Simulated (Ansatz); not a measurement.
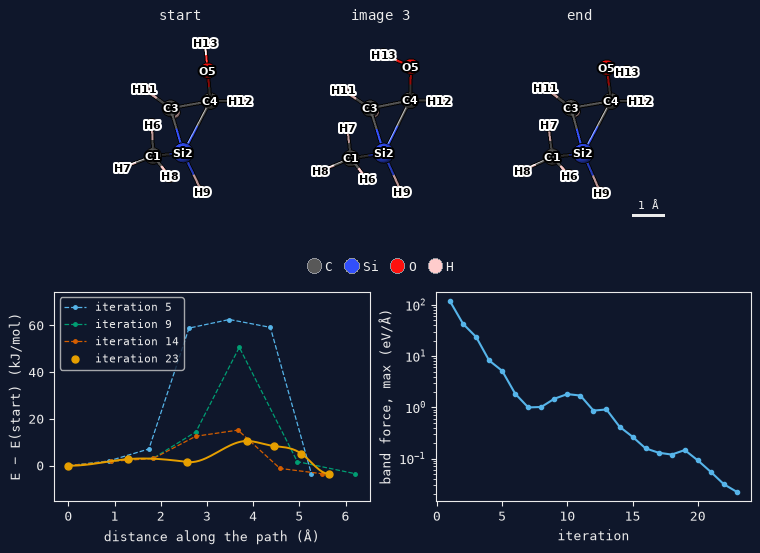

A search for the minimum-energy path of C3H8OSi by the nudged elastic band. Images are numbered from 0 (start) to 6 (end). The plot follows the band through its iterations. The picture is a ball-and-stick view, seen from a free direction.

Method: RKS PBE0-D4/6-31G (Ansatz). Set-up: 5 movable images; climbing image; force threshold 0.03 eV/Å; iteration limit 60; starting path through a guess of the saddle point.

Did the band converge, and can the barrier be trusted?

The run is converged, with reservations. The band converged in 23 iterations. The largest component of the band force went from 120 to 0.022 eV/Å. The climbing image converged on the top of the path. Its vibrational analysis gives one imaginary mode (259i cm⁻¹), as a transition state must have. The first iteration put the highest image at 1672.6 kJ/mol. The highest point, image 3, lies 10.6 kJ/mol above the start and 14.0 kJ/mol above the end; the end is at −3.4 kJ/mol relative to the start. The profile has 2 maxima (images 1, 3) with a dip at image 2 (+1.6 kJ/mol), so the process runs in steps.
